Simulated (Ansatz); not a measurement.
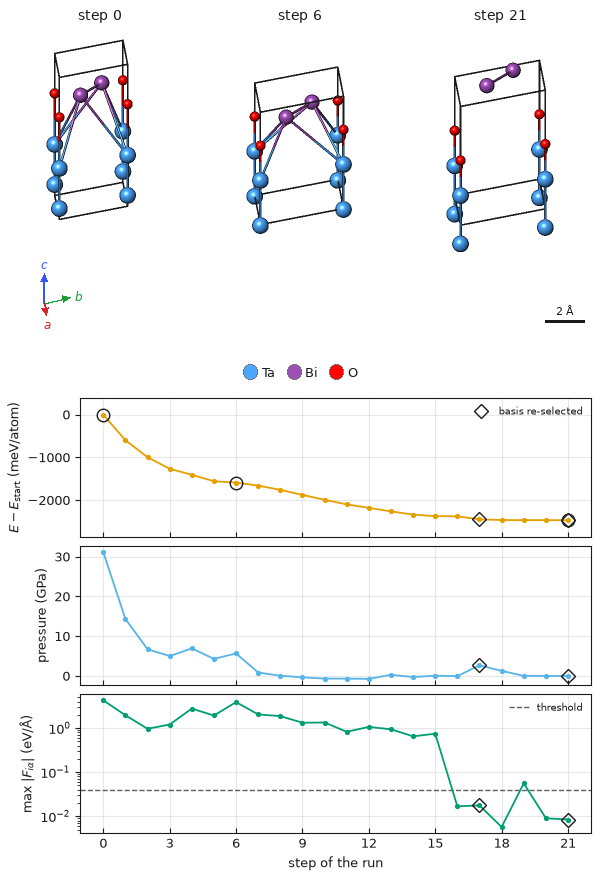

Frames of a relaxation of solid Ta$_{2}$Bi$_{2}$O (a generated structure, set up in P6mm) (coarse preliminary run), marked on the history of the run. A ball-and-stick model of the cell of the calculation, seen from a free direction.

Method: DFT PBE, scalar-relativistic, plane waves, PAW in Ansatz.

The input:
```yaml
crystal:
  lattice:
    - [4.2311517, 0.0, 0.0]
    - [-2.11557585, 3.66428486, 0.0]
    - [0.0, 0.0, 7.69995603]
  atoms:
    - { symbol: Ta, position: [0.0, 0.0, 0.35957223] }
    - { symbol: Ta, position: [0.0, 0.0, 0.07626603] }
    - { symbol: Bi, position: [0.33333333, 0.66666667, 0.7877436] }
    - { symbol: Bi, position: [0.66666667, 0.33333333, 0.7877436] }
    - { symbol: O, position: [0.0, 0.0, 0.71872547] }
basis:
  ecutwfc: 420
kpoints:
  mp_grid: { grid: [6, 6, 2] }
hamiltonian:
  xc: pbe
scf:
  occupations: { method: gaussian, width: 0.1 }
  lower_state_search: "off"
output:
  forces: true
  stress: true
  eigenvalues: true
relax:
  adjacent_minimum: "off"
  f_tol: 0.04
  max_steps: 70
  cell: { stress_tol: 0.4 }
```

Launched with:
```bash
ansatz run input.yaml --threads 1 --pin off --max-ram 2560MiB --backend cpu --events-out ev --progress --plain --runs-dir out
```

### What happens along the run?

The largest moves relative to the cell, 1.66 Å, are those of Bi3 and Bi4. Bi4 goes along +c. By element the largest moves are Bi 1.66 Å, Ta 1.50 Å, O 1.11 Å. The volume changes by +29.1 %, with a = b 4.231 → 5.257 Å (+24.3 %), c 7.700 → 6.441 Å (−16.4 %). Some distances before and after: Ta1–Bi3 4.103 → 5.962 Å, Ta1–Bi3 (another image) 5.035 → 3.306 Å, Ta1–O5 2.765 → 1.911 Å, Ta2–O5 2.753 → 1.911 Å. Bond angles that change, for instance: Ta2–Bi4–Ta2 79.7° → 105.3°, Ta2–Bi4–Bi3 137.7° → 156.7°, Ta2–Bi4–Bi3 68.3° → 62.7°. The space group (tolerance 0.01 Å) goes from P6mm (No. 183) to P6/mmm (No. 191). Over 19 accepted moves (21 points after the start) the energy falls by 2468 meV per atom. The largest force component goes from 4.3 to 0.0084 eV/Å. The pressure goes from 31.13 to 0.01 GPa. The SCF was repeated twice at an unchanged geometry on a basis and grid sized afresh for the cell, which shifted the energy by 72.2 meV per atom at most. From step 0 to 6: Ta2 moves most (0.52 Å), volume +17.4 %, energy −1588 meV per atom. From step 6 to 21: Bi atoms move most (1.44 Å), volume +10.0 %, energy −880 meV per atom.

| step | E − E(0), meV/atom | largest force component, eV/Å | pressure, GPa | volume, Å³/atom | note |
| --- | --- | --- | --- | --- | --- |
| 0 | 0.00 | 4.2866 | 31.13 | 23.876 |  |
| 1 | -597.92 | 1.9639 | 14.35 | 26.211 |  |
| 2 | -995.18 | 0.9684 | 6.72 | 27.106 |  |
| 3 | -1265.26 | 1.2088 | 5.01 | 27.260 |  |
| 4 | -1405.62 | 2.7794 | 6.95 | 27.382 |  |
| 5 | -1557.58 | 1.9375 | 4.30 | 27.735 |  |
| 6 | -1588.04 | 3.8987 | 5.67 | 28.036 |  |
| 7 | -1659.41 | 2.0510 | 0.87 | 29.365 |  |
| 8 | -1758.29 | 1.8750 | 0.07 | 30.045 |  |
| 9 | -1875.56 | 1.3275 | -0.33 | 30.399 |  |
| 10 | -1991.01 | 1.3429 | -0.65 | 30.494 |  |
| 11 | -2096.93 | 0.8272 | -0.66 | 30.285 |  |
| 12 | -2179.09 | 1.0666 | -0.73 | 30.070 |  |
| 13 | -2262.25 | 0.9427 | 0.30 | 29.441 |  |
| 14 | -2335.81 | 0.6523 | -0.27 | 29.507 |  |
| 15 | -2373.44 | 0.7474 | 0.08 | 29.297 |  |
| 16 | -2376.41 | 0.0168 | -0.04 | 29.320 |  |
| 17 | -2448.66 | 0.0176 | 2.69 | 29.320 | same geometry, new basis |
| 18 | -2462.85 | 0.0057 | 1.28 | 30.079 |  |
| 19 | -2466.58 | 0.0558 | 0.04 | 30.811 |  |
| 20 | -2466.59 | 0.0090 | 0.00 | 30.835 |  |
| 21 | -2468.02 | 0.0084 | 0.01 | 30.835 | same geometry, new basis |

Limits of the set-up: the k-point mesh is coarse for a cell with partly filled bands.
